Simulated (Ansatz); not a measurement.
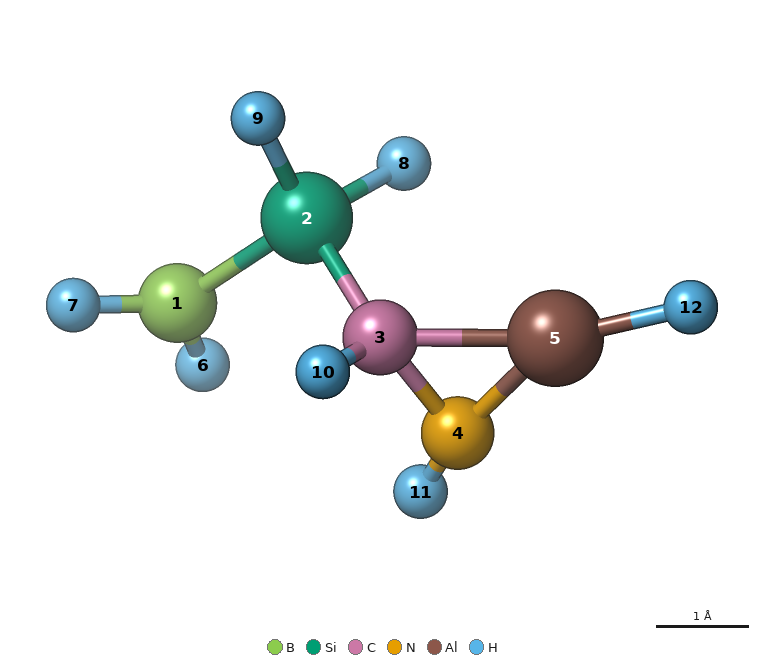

Orthographic view. Distant atoms are faded towards the background colour. Computed geometry: PBE0-D4/def2-TZVP optimisation. No frequency run is at hand to confirm it as a minimum.

Write a Z-matrix (Å, degrees) in the order of the atom numbers, with these reference atoms: 2 to 1; 3 to 2, 1; 4 to 3, 2, 1; 5 to 4, 3, 2; 6 to 1, 2, 3; 7 to 1, 6, 2; 8 to 2, 3, 4; 9 to 2, 8, 3; 10 to 3, 4, 5; 11 to 4, 3, 10; 12 to 5, 4, 11.

```
B  
Si   1   2.002
C    2   1.878   1   106.5
N    3   1.517   2   117.5   1    69.5
Al   4   1.719   3    72.7   2   108.4
H    1   1.198   2   121.2   3   -76.8
H    1   1.198   6   116.6   2  -172.4
H    2   1.498   3   107.7   4   -51.5
H    2   1.493   8   107.4   3   117.7
H    3   1.094   4   114.9   5  -112.2
H    4   1.004   3   121.0  10    76.0
H    5   1.568   4   146.8  11   -26.4
```
